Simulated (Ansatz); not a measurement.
System: Se2Sn (charge −1, doublet).

```yaml
atoms:
  - { symbol: Sn, position_ang: [-0.0403, 0.0049, -0.6882] }
  - { symbol: Se, position_ang: [2.1753, -0.4460, 0.2149] }
  - { symbol: Se, position_ang: [-2.1350, 0.4411, 0.4733] }
```

Geometry: r2SCAN-D4/def2-TZVPD; core potentials replace the inner electrons of Sn.

All numbers below come from Ansatz 0.2.0, UKS PBE0-D4/def2-TZVPD.

> Predict the electron density, electron localisation function and spin density between the atoms.

Sn–Se (2.43 Å): ρ is about 0.57 e/Å³ halfway; the ELF peaks at about 0.65 in the valence shell of Se, 1.0 Å from its nucleus, and drops to about 0.20 between the two atoms.
The unpaired spin (1 electron) lies mostly on Sn1 (about 0.4), Se2 (about 0.3) and Se3 (about 0.3), in electrons by Hirshfeld's partition.

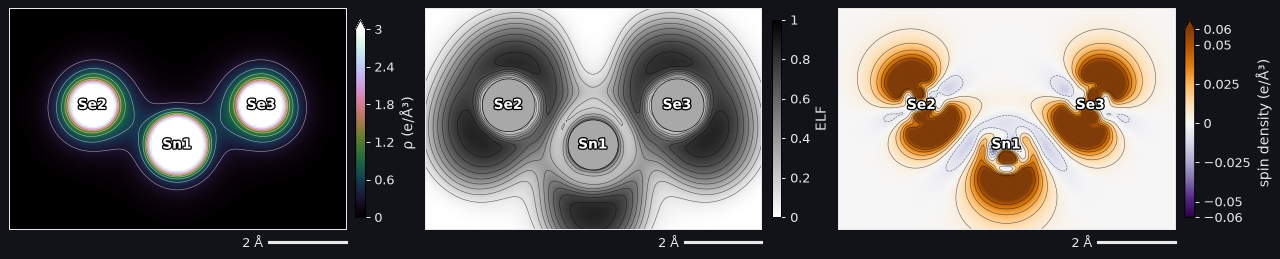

Computed electron density, electron localisation function and spin density on the molecular plane, in this order. Grey discs cover the atomic cores in the ELF map. 
